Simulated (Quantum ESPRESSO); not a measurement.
# Dipole at the next field: Ti2CO2 MXene, 1 layer

**Set-up.** Quantum ESPRESSO 7.5, LDA, GBRV ultrasoft; sawtooth field along the normal with dipole correction, ions clamped, threshold 1e-9 Ry; cell area 7.946 Å².

```tsv
field (V/Å)	dipole (e Å a cell)
0	0.00002
0.1	0.02384
0.2	0.04768
```

One more run was made and is withheld. What is the dipole at 0.3 V/Å, and what electrostatic thickness 4πα/A follows from the rows?

By hand: The slope is (0.04768 − (0.00002))/0.2 = 0.2383 e Å²/V, so 4πα/A = 180.95 × 0.2383/7.946 = 5.43 Å. Linear response gives p = 0.00002 + 0.2383 × (0.3) = 0.07151 e Å; a parabola through the three rows gives 0.07154.

What the calculation gave: p = 0.07156 e Å. The line misses by 0.1 % of the induced dipole and the parabola by 0.0 %. The response is linear over this range.

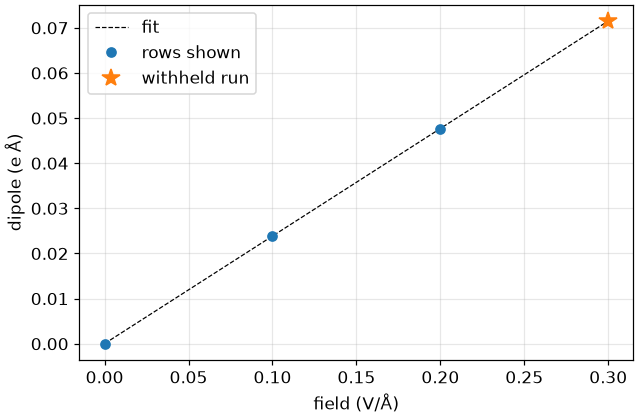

The rows shown, the fit and the withheld run.

**Limits.** Electrons alone respond; local and semilocal functionals tend to overscreen.

[Logs are printed without paths, hosts, clocks, repeated set-up lines and the standing remarks that a program may print on its own settings, such as how far it seeks lower states.]
